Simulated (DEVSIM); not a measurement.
Device: abrupt Ge p-n junction, at 400 K.

```csv
layer (left to right),material,thickness (μm),Nd (cm⁻³),Na (cm⁻³),τn (s),τp (s)
1,Ge,70.0,-,3.3e16,1.6e-5,1.6e-5
2,Ge,64.0,6e17,-,1.6e-5,1.6e-5
```

Left contact: ohmic. Right contact: ohmic. Voltage is applied to the left contact. Recombination: SRH at mid-gap, radiative, Auger. Mobility is μmin + (μ − μmin)/(1 + (N/Nref)^α).

This is a model device: material constants are rounded textbook-type values typed into the input, and sizes, dopings and lifetimes were drawn at random. Values at 300 K; Nc and Nv go as T^1.5, mobilities as T to minus their exponent, the gap by Varshni's rule with the affinity fixed.

| parameter | Ge |
|---|---|
| gap (eV) | 0.664 |
| affinity (eV) | 4 |
| permittivity | 16 |
| Nc (cm⁻³) | 1.04e19 |
| Nv (cm⁻³) | 6e18 |
| μn (cm²/Vs) | 3900 |
| μp (cm²/Vs) | 1900 |
| μn,min | 150 |
| μp,min | 100 |
| Nref,n | 2.6e17 |
| Nref,p | 4e17 |
| αn | 0.56 |
| αp | 0.6 |
| T exponent of μn | 1.66 |
| T exponent of μp | 2.33 |
| B (cm³/s) | 6.4e-14 |
| Cn (cm⁶/s) | 1e-31 |
| Cp (cm⁶/s) | 1e-31 |
| Varshni α (eV/K) | 0.000477 |
| Varshni β (K) | 235 |

DEVSIM, 1D drift-diffusion, Boltzmann statistics, complete ionisation; no tunnelling, impact ionisation, image-force lowering or self-heating.

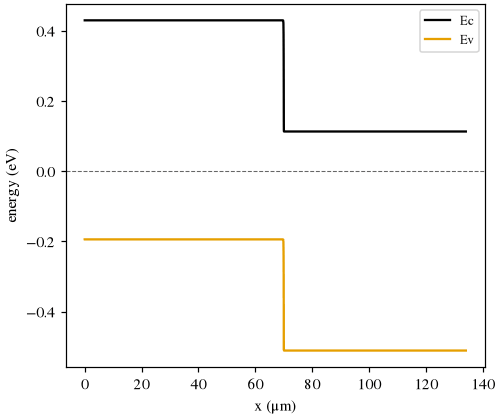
Band edges at zero bias

Energies count from the Fermi level of the right contact; mesh points crowd at the junctions.

```tsv
x (μm)	Ec (eV)	Ev (eV)	n (cm⁻³)	p (cm⁻³)	field (V/cm)
0.000	0.430	-0.194	6.1e13	3.3e16	≈ 0
0.06104	0.430	-0.194	6.1e13	3.3e16	≈ 0
0.2772	0.430	-0.194	6.1e13	3.3e16	≈ 0
1.043	0.430	-0.194	6.1e13	3.3e16	≈ 0
5.658	0.430	-0.194	6.1e13	3.3e16	≈ 0
20.10	0.430	-0.194	6.1e13	3.3e16	≈ 0
52.52	0.430	-0.194	6.1e13	3.3e16	≈ 0
66.74	0.430	-0.194	6.1e13	3.3e16	≈ 0
69.10	0.430	-0.194	6.1e13	3.3e16	≈ 0
69.76	0.430	-0.194	6.2e13	3.3e16	-110
69.95	0.330	-0.294	1.1e15	1.8e15	-23000
70.02	0.118	-0.506	5.1e17	3.9e12	-7300
70.12	0.113	-0.511	6.0e17	3.4e12	≈ 0
70.49	0.113	-0.511	6.0e17	3.4e12	≈ 0
72.81	0.113	-0.511	6.0e17	3.4e12	≈ 0
80.03	0.113	-0.511	6.0e17	3.4e12	≈ 0
104.5	0.113	-0.511	6.0e17	3.4e12	≈ 0
125.7	0.113	-0.511	6.0e17	3.4e12	≈ 0
132.5	0.113	-0.511	6.0e17	3.4e12	≈ 0
133.6	0.113	-0.511	6.0e17	3.4e12	≈ 0
133.9	0.113	-0.511	6.0e17	3.4e12	≈ 0
134.0	0.113	-0.511	6.0e17	3.4e12	≈ 0
```
